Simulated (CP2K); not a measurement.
**Two attempts at SnHOF2 (SMILES [OH][Sn]([F])[F])**

Wanted: energy and gradient of SnHOF2, GFN1-xTB.

The results are computed with CP2K 2026.2.

5 further runs of the same task are left out: 2 that didn't finish, 3 set aside as unsound or not needed.

### Step 1. The system as given

SnHOF2: 5 atoms, total charge 0, spin state doublet. As SMILES, `[OH][Sn]([F])[F]`. Geometry: a GFN2-xTB relaxation, a rough one for these elements and not checked as a minimum. This is one conformer, not always the lowest.

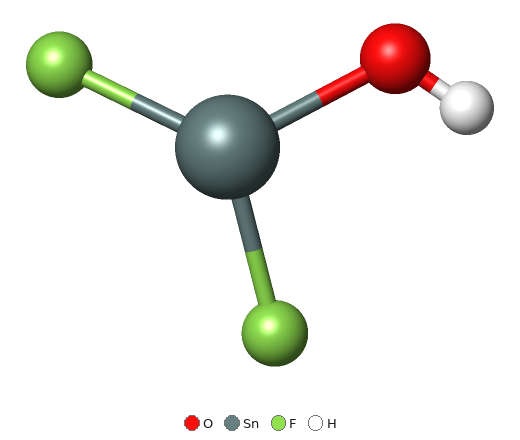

The structure, seen from a chosen angle (oxygen red, tin teal, fluorine green, hydrogen white).

### Step 2. The input as first written

molecule.xyz reads:

```xyz
5

O     -0.393560     1.462020    -0.244930
Sn    -0.260070    -0.558420     0.389110
F      1.887940    -0.848090     0.446560
F     -1.625920    -2.063380    -0.445490
H      0.391610     2.007860    -0.145250
```

molecule.inp reads:

```
&GLOBAL
   PROJECT_NAME molecule
   RUN_TYPE ENERGY_FORCE
   PRINT_LEVEL MEDIUM
&END

&FORCE_EVAL
   METHOD Quickstep
   &DFT
      &QS
         METHOD XTB
         EPS_DEFAULT 1.0E-10
         &XTB
            GFN_TYPE TBLITE
            &TBLITE
               METHOD GFN1
            &END
            CHECK_ATOMIC_CHARGES F
         &END
      &END
      &POISSON
         PERIODIC NONE
         POISSON_SOLVER ANALYTIC
      &END
      &SCF
         SCF_GUESS ATOMIC
         EPS_SCF 1.0E-06
         MAX_SCF 150
         ADDED_MOS 2
         &DIAGONALIZATION
            ALGORITHM STANDARD
         &END
         &MIXING
            METHOD DIRECT_P_MIXING
            ALPHA 0.4
         &END
      &END
      &PRINT
         &MOMENTS
            PERIODIC F
            REFERENCE COM
            MAX_MOMENT 1
         &END
         &MO ON
            ENERGIES T
            OCCUPATION_NUMBERS T
            NDIGITS 6
            &EACH
               QS_SCF 0
            &END
            ADD_LAST NUMERIC
         &END
         &HIRSHFELD OFF
         &END
      &END
   &END
   &SUBSYS
      &CELL
         ABC 19.5 20.1 16.9
         PERIODIC NONE
      &END
      &TOPOLOGY
         COORD_FILE_NAME molecule.xyz
         COORD_FILE_FORMAT XYZ
         &CENTER_COORDINATES
         &END
      &END
   &END
   &PRINT
      &FORCES ON
      &END
   &END
&END
```

The run is started by

```
OMP_NUM_THREADS=1 cp2k.psmp -i molecule.inp > molecule.out 2>&1
```

Output:

```text
CP2K| version string:                                       CP2K version 2026.2
[...]
 GLOBAL| Method name                                                        CP2K
[...]
 GLOBAL| Run type                                                   ENERGY_FORCE
[...]
                             - Atoms:                                          5
[...]
                             - Spherical basis functions:                     23
[...]
 Number of electrons:                                                         25
[...]
  *** SCF run converged in    16 steps ***
[...]
  Fermi energy:                                                -0.49304701365160
[...]
 TB_DIPOLE| Moment [Debye]          0.09923966       1.36040650       2.05265881
 TB_DIPOLE| Derivative [a.u.]       0.00000000       0.00000000       0.00000000
[...]
 ENERGY| Total FORCE_EVAL ( QS ) energy [hartree]            -18.015013830360559
 FORCES| Atomic forces [hartree/bohr]
 FORCES|   Atom     x               y               z               |f|
 FORCES|      1  6.41436159E-03 -1.61698713E-02  7.71593460E-03   1.90300925E-02
 FORCES|      2  6.49195222E-03 -1.49135787E-03 -1.48658484E-02   1.62899675E-02
 FORCES|      3 -2.15896300E-02  2.74136286E-03  9.75229029E-05   2.17631961E-02
 FORCES|      4  1.37774722E-02  1.60413197E-02  8.85202846E-03   2.29238105E-02
 FORCES|      5 -5.09415601E-03 -1.12145340E-03 -1.79963758E-03   5.51785996E-03
 FORCES| Sum    -1.73472348E-17  3.83807569E-17 -1.34441069E-17
 FORCES| Total atomic force                                       4.42125894E-17
[...]
```

Run time: 0.46 s. Hardware: 1 thread of Arm Neoverse N1, shared host; peak memory 0.14 GiB.

### Step 3. What went wrong

The run finished; that doesn't make the result usable.

Cause: the electron count doesn't fit the spin or reference typed: an even count needs an odd multiplicity, an odd count an even one. To mend it: reference UKS in place of RKS.

### Step 4. The mended input

molecule.xyz is that of step 2.

calc.inp reads:

```
&GLOBAL
  PROJECT calc
  RUN_TYPE ENERGY_FORCE
  PRINT_LEVEL MEDIUM
&END

&FORCE_EVAL
  METHOD QS
  &DFT
    CHARGE 0
    MULTIPLICITY 2
    UKS T
    &QS
      METHOD XTB
      EPS_DEFAULT 1.0E-10
      &XTB
        GFN_TYPE TBLITE
        &TBLITE
          METHOD GFN1
        &END
        CHECK_ATOMIC_CHARGES F
      &END
    &END
    ! isolated system
    &POISSON
      PERIODIC NONE
      POISSON_SOLVER ANALYTIC
    &END
    ! SCF settings
    &SCF
      SCF_GUESS ATOMIC
      EPS_SCF 1.0E-06
      MAX_SCF 150
      ADDED_MOS 2
      &DIAGONALIZATION
        ALGORITHM STANDARD
      &END
      &MIXING
        METHOD DIRECT_P_MIXING
        ALPHA 0.4
      &END
    &END
    ! extra output
    &PRINT
      &MOMENTS
        PERIODIC F
        REFERENCE COM
        MAX_MOMENT 1
      &END
      &MO ON
        ENERGIES T
        OCCUPATION_NUMBERS T
        NDIGITS 6
        &EACH
          QS_SCF 0
        &END
        ADD_LAST NUMERIC
      &END
      &HIRSHFELD OFF
      &END
    &END
  &END
  &SUBSYS
    ! box in angstrom
    &CELL
      ABC [angstrom] 19.5 20.1 16.9
      PERIODIC NONE
    &END
    &TOPOLOGY
      COORD_FILE_NAME molecule.xyz
      COORD_FILE_FORMAT XYZ
      &CENTER_COORDINATES
      &END
    &END
  &END
  &PRINT
    &FORCES ON
    &END
  &END
&END
```

The run is started by

```
OMP_NUM_THREADS=1 cp2k.psmp -i calc.inp -o calc.out
```

Output:

```text
CP2K| version string:                                       CP2K version 2026.2
[...]
 GLOBAL| Method name                                                        CP2K
[...]
 GLOBAL| Run type                                                   ENERGY_FORCE
[...]
                             - Atoms:                                          5
[...]
                             - Spherical basis functions:                     23
[...]
 Number of electrons:                                                         13
[...]
  *** SCF run converged in    16 steps ***
[...]
  Fermi energy:                                                -0.49323500935588
[...]
 TB_DIPOLE| Moment [Debye]          0.08233084       1.29719040       2.04816061
 TB_DIPOLE| Derivative [a.u.]       0.00000000       0.00000000       0.00000000
[...]
 ENERGY| Total FORCE_EVAL ( QS ) energy [hartree]            -18.018371472206304
 FORCES| Atomic forces [hartree/bohr]
 FORCES|   Atom     x               y               z               |f|
 FORCES|      1  6.53001278E-03 -1.62985512E-02  7.83373049E-03   1.92263146E-02
 FORCES|      2  6.67322667E-03 -8.53349092E-04 -1.48610263E-02   1.63128864E-02
 FORCES|      3 -2.12191625E-02  2.69075909E-03  1.97106944E-04   2.13899952E-02
 FORCES|      4  1.32254984E-02  1.55202299E-02  8.64537463E-03   2.21479987E-02
 FORCES|      5 -5.20957537E-03 -1.05908866E-03 -1.81518572E-03   5.61749442E-03
 FORCES| Sum     3.64291930E-17 -4.14165230E-17 -4.33680869E-19
 FORCES| Total atomic force                                       5.51597911E-17
[...]
```

It took 0.48 s on 1 thread of Arm Neoverse N1, shared host; peak memory 0.14 GiB.

### Step 5. What came out

At GFN1-xTB:

| quantity | value |
| --- | --- |
| total energy | -18.01837 Eh |
| dipole moment (from atomic charges alone) | 2.43 D |
| HOMO energy (highest over α and β) | -13.67 eV |
| LUMO energy (lowest over α and β) | -13.17 eV |
| largest force on an atom | 1.139 eV/Å |

What this shows: The dipole comes from point charges on the atoms alone, without atomic dipoles, so it is partial. The largest force is 1.14 eV/Å: the shape isn't a stationary point for this species at this level.
